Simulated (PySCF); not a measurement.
# One shape, several levels: C5H6 (Cyclopropylacetylene)

We compute a comparison of 6 runs (HF/STO-3G, HF/3-21G, HF/def2-SVP, B3LYP/6-31G*, PBE0/def2-SVP, CCSD(T)/pcseg-1) of C5H6 (Cyclopropylacetylene). Input form: a Python script.

The results are computed with PySCF 2.14.0.

**1. The system as given**

C5H6 has 11 atoms, charge 0, and is taken as a singlet. SMILES: `C#CC1CC1`. Geometry: relaxed at PBE0-D4/def2-TZVP.

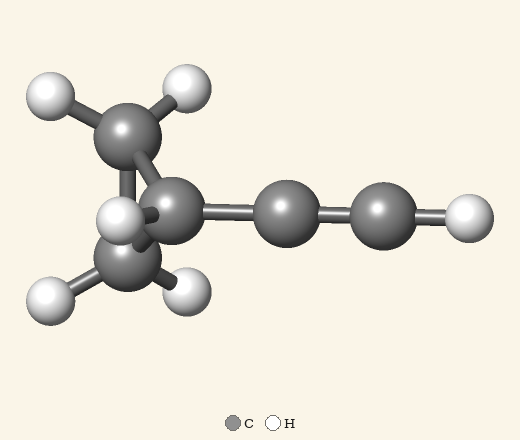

The structure, seen from a chosen angle (carbon grey, hydrogen white).

**2. Energy and gradient at HF/STO-3G (run 1)**

Input file calc.py:

```python
import pyscf.grad
from pyscf import gto, scf

mol = gto.Mole()
mol.atom = '''
C     -1.663053     4.404328     0.363205
C     -0.480331     2.471743     0.516500
C      0.919352     0.165691     0.691545
C     -0.458466    -2.330240     0.661121
C      1.078656    -1.564277    -1.569077
H     -2.707335     6.117081     0.230320
H      2.588755     0.263409     1.876611
H      0.259403    -3.803697     1.885115
H     -2.494930    -2.254235     0.497489
H      2.865562    -2.504756    -1.896151
H      0.092389    -0.965008    -3.256678
'''
mol.basis = 'sto-3g'
mol.verbose = 4
mol.max_memory = 1860
mol.unit = 'bohr'
mol.charge = 0
mol.build()

mf = scf.RHF(mol)
mf.conv_tol = 1e-10
mf.kernel()
if not mf.converged:
    mf = mf.newton().run(mf.mo_coeff, mf.mo_occ)

energy = mf.e_tot
print(f'total energy: {energy:.8f} hartree')
grad = mf.Gradients().kernel()
dip = mf.dip_moment()
pop, q = mf.mulliken_pop()
```

The run is started by

```sh
$ OMP_NUM_THREADS=1 python calc.py
```

The program printed:

```text
PySCF version 2.14.0

[... 65 lines left out ...]
converged SCF energy = -190.388929969279
total energy: -190.38892997 hartree
[... 11 lines left out ...]
Dipole moment(X, Y, Z, Debye):  0.14924, -0.54062, -0.08251
[... 43 lines left out ...]
charge of   10H =      0.07869
```

It took 4.8 s on 1 thread of Intel Xeon at 2.50GHz (Skylake/Cascade Lake), shared host; peak memory 0.12 GiB.

**3. Energy and forces at HF/3-21G (run 2)**

Input file input.py:

```python
from pyscf import gto, scf

mol = gto.M(
    atom='''
C       -0.880050       2.330670       0.192200
C       -0.254180       1.307990       0.273320
C        0.486500       0.087680       0.365950
C       -0.242610      -1.233110       0.349850
C        0.570800      -0.827780      -0.830320
H       -1.432660       3.237020       0.121880
H        1.369910       0.139390       0.993060
H        0.137270      -2.012830       0.997560
H       -1.320260      -1.192890       0.263260
H        1.516390      -1.325460      -1.003400
H        0.048890      -0.510660      -1.723360
''',
    basis='3-21g',
    spin=0,
    verbose=3,
    max_memory=1860,
)

myscf = scf.RHF(mol)
myscf.conv_tol = 1e-10
myscf.kernel()
if not myscf.converged:
    myscf = myscf.newton().run(myscf.mo_coeff, myscf.mo_occ)

energy = myscf.e_tot
print('E = %.10f Eh' % energy)
grad = myscf.nuc_grad_method().kernel()
myscf.analyze()
```

The run is started by

```sh
$ OMP_NUM_THREADS=1 python input.py
```

The program printed:

```text
converged SCF energy = -191.654353439105
[... 10 lines left out ...]
MO #1   energy= -11.2014828866095  occ= 2
[... 6 lines left out ...]
MO #8   energy= -0.867144483599087 occ= 2
[... 6 lines left out ...]
MO #15  energy= -0.480620900169752 occ= 2
[... 6 lines left out ...]
MO #22  energy= 0.294046568500158  occ= 0
[... 6 lines left out ...]
MO #29  energy= 0.464920246751562  occ= 0
[... 6 lines left out ...]
MO #36  energy= 1.01044243881211   occ= 0
[... 6 lines left out ...]
MO #43  energy= 1.20512244738709   occ= 0
[... 6 lines left out ...]
MO #50  energy= 1.44078707801341   occ= 0
[... 6 lines left out ...]
MO #57  energy= 2.47042408077274   occ= 0
[... 12 lines left out ...]
Dipole moment(X, Y, Z, Debye):  0.22655, -0.81501, -0.12333
```

It took 3.6 s on 1 thread of Intel Xeon at 2.50GHz (Skylake/Cascade Lake), shared host; peak memory 0.13 GiB.

Run 3 isn't shown in full; the table further down has it.

**4. Energy and gradient at B3LYP/6-31G(d) (spherical functions) (run 4)**

Input file job.py:

```python
from pyscf import gto, dft

mol = gto.M(
    atom='''
C     -1.663053     4.404328     0.363205
C     -0.480331     2.471743     0.516500
C      0.919352     0.165691     0.691545
C     -0.458466    -2.330240     0.661121
C      1.078656    -1.564277    -1.569077
H     -2.707335     6.117081     0.230320
H      2.588755     0.263409     1.876611
H      0.259403    -3.803697     1.885115
H     -2.494930    -2.254235     0.497489
H      2.865562    -2.504756    -1.896151
H      0.092389    -0.965008    -3.256678
''',
    spin=0,
    max_memory=1860,
    basis='6-31g*',
    unit='bohr',
    charge=0,
    verbose=4,
)

mf = dft.RKS(mol)
mf.xc = 'b3lyp'
mf.conv_tol = 1e-10
mf.grids.level = 5
mf.kernel()
if not mf.converged:
    mf = mf.newton().run(mf.mo_coeff, mf.mo_occ)

e_tot = mf.e_tot
print('E = %.10f Eh' % e_tot)
grad = mf.nuc_grad_method().kernel()
mf.analyze()
```

The run is started by

```sh
$ OMP_NUM_THREADS=1 python job.py
```

The program printed:

```text
PySCF version 2.14.0

[... 81 lines left out ...]
converged SCF energy = -194.032119331883
[... 26 lines left out ...]
MO #5   energy= -10.1629222801498  occ= 2
[... 10 lines left out ...]
MO #16  energy= -0.32236547063257  occ= 2
[... 10 lines left out ...]
MO #27  energy= 0.225212766883199  occ= 0
[... 10 lines left out ...]
MO #38  energy= 0.63247650467366   occ= 0
[... 10 lines left out ...]
MO #49  energy= 0.934504642195863  occ= 0
[... 10 lines left out ...]
MO #60  energy= 1.58584690832138   occ= 0
[... 10 lines left out ...]
MO #71  energy= 2.15614445789739   occ= 0
[... 10 lines left out ...]
MO #82  energy= 3.45402989461968   occ= 0
[... 96 lines left out ...]
Dipole moment(X, Y, Z, Debye):  0.27061, -0.79152, -0.08483
```

Run time: 57 s. Hardware: 1 thread of Intel Xeon at 2.50GHz (Skylake/Cascade Lake), shared host; peak memory 0.83 GiB.

Run 5 isn't shown in full; the table further down has it.

**5. A single-point energy at CCSD(T)/pcseg-1 (run 6)**

Input file calc.py:

```python
from pyscf import gto, cc

system = gto.M(
    atom='''
C     -1.663053     4.404328     0.363205
C     -0.480331     2.471743     0.516500
C      0.919352     0.165691     0.691545
C     -0.458466    -2.330240     0.661121
C      1.078656    -1.564277    -1.569077
H     -2.707335     6.117081     0.230320
H      2.588755     0.263409     1.876611
H      0.259403    -3.803697     1.885115
H     -2.494930    -2.254235     0.497489
H      2.865562    -2.504756    -1.896151
H      0.092389    -0.965008    -3.256678
''',
    basis='pcseg-1',
    unit='bohr',
    verbose=4,
    max_memory=1860,
)

hf = system.RHF()
hf.conv_tol = 1e-10
hf.kernel()
if not hf.converged:
    hf = hf.newton().run(hf.mo_coeff, hf.mo_occ)

mycc = cc.CCSD(hf, frozen=5)
mycc.kernel()
e_t = mycc.ccsd_t()
e_tot = mycc.e_tot + e_t
print(f'total energy: {e_tot:.8f} hartree')
dip = hf.dip_moment()
pop, q = hf.mulliken_pop()
```

The run is started by

```sh
$ OMP_NUM_THREADS=1 python calc.py
```

The program printed:

```text
PySCF version 2.14.0

[... 69 lines left out ...]
converged SCF energy = -192.678594645718
[... 12 lines left out ...]
Init t2, MP2 energy = -193.343799329072  E_corr(MP2) -0.665204683354407
[... 12 lines left out ...]
CCSD converged
[... 2 lines left out ...]
total energy: -193.40887118 hartree
Dipole moment(X, Y, Z, Debye):  0.23690, -0.85020, -0.12821
[... 112 lines left out ...]
charge of   10H =      0.13827
```

Wall time 70 s (1 thread of Intel Xeon at 2.50GHz (Skylake/Cascade Lake), shared host); peak memory 0.69 GiB.

**6. All runs side by side**

| run | level | integration grid | task | energy (Eh) | dipole moment (D) of the reference | HOMO energy (eV) | LUMO energy (eV) | wall time |
| --- | --- | --- | --- | --- | --- | --- | --- | --- |
| 1 | HF/STO-3G | – | gradient | -190.388930 | 0.57 | -8.20 | 9.99 | 4.8 s |
| 2 | HF/3-21G | – | gradient | -191.654353 | 0.85 | -9.72 | 5.85 | 3.6 s |
| 3 | HF/def2-SVP | – | gradient | -192.592686 | 0.85 | -9.82 | 4.69 | 24 s |
| 4 | B3LYP/6-31G* (spherical functions) | 5 | gradient | -194.032119 | 0.84 | -6.57 | 1.44 | 57 s |
| 5 | PBE0/def2-SVP | 5 | gradient | -193.660062 | 0.91 | -7.15 | 1.20 | 66 s |
| 6 | CCSD(T)/pcseg-1 | – | energy | -193.408871 | 0.89 | -9.86 | 4.13 | 70 s |

**7. Results**

```
                                          quantity          value
                               run 6: total energy  -193.40887 Eh
       run 6: dipole moment (Hartree–Fock density)         0.89 D
        run 6: HOMO energy (Hartree–Fock orbitals)       -9.86 eV
        run 6: LUMO energy (Hartree–Fock orbitals)        4.13 eV
      run 6: HOMO–LUMO gap (Hartree–Fock orbitals)       13.99 eV
run 6: correlation energy (5 core orbitals frozen)     -730.3 mEh
                             run 6: (T) correction     -26.74 mEh
                              run 6: T1 diagnostic          0.010
```

**Reading.** Over runs 1, 2, 3, 4, 5 the dipole moment (its size) runs from 0.57 D (HF/STO-3G) to 0.91 D (PBE0/def2-SVP). The two ends differ in method and basis. Over runs 1, 2, 3, 4, 5 the HOMO–LUMO gap runs from 8.01 eV (B3LYP/6-31G*) to 18.20 eV (HF/STO-3G). Totals of different functionals can't be ranked against each other. In run 1 the basis is minimal, so the values are rough. All runs together took 3.8 min, the longest 70 s.
